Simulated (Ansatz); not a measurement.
Band structure of TlCl (Pm-3m, 2 atoms in the cell).

```
CELL_PARAMETERS angstrom
      3.84000     0.00000     0.00000
      0.00000     3.84000     0.00000
      0.00000     0.00000     3.84000
ATOMIC_POSITIONS crystal
  Tl 0.00000 0.00000 0.00000
  Cl 0.50000 0.50000 0.50000
```

Method of the run: PBE (plane waves, PAW; Ansatz, a first-principles code).

Settings: basis.ecutwfc = 30.9 Ry; kpoints.mp_grid.grid = 7 7 7; hamiltonian.xc = pbe; hamiltonian.pseudopotentials = {kind: paw} (the program's default PAW files); scf.occupations.method = fermi_dirac; scf.occupations.width = 0.0015 Ry; kpoints.band_path.npoints = 8.

The starting cell has typed, rounded lattice constants, without a prior relaxation at this level. Spin-orbit coupling is off.

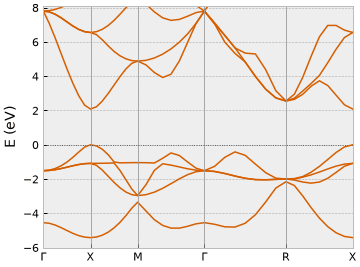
Figure: Bands along the path, energies from the top of the valence band on the path.

**Question.** Read off roughly the gap and where its edges lie.

**Answer.** The gap along the path is about 2.1 eV (computed: 2.09 eV), direct at X to within 0.01 eV.

Levels in eV from the top of the valence band on the path, bands 7 to 13:
```
point      7      8      9     10    11    12    13
-----  -----  -----  -----  -----  ----  ----  ----
Γ      -4.54  -1.51  -1.51  -1.51  7.80  7.80  7.80
X      -5.42  -1.08  -1.08   0.00  2.09  6.55  6.55
M      -3.35  -2.96  -2.96  -1.04  4.88  4.88  8.40
R      -2.16  -2.00  -2.00  -2.00  2.55  2.55  2.55
```

Keys are those of Ansatz 0.2.
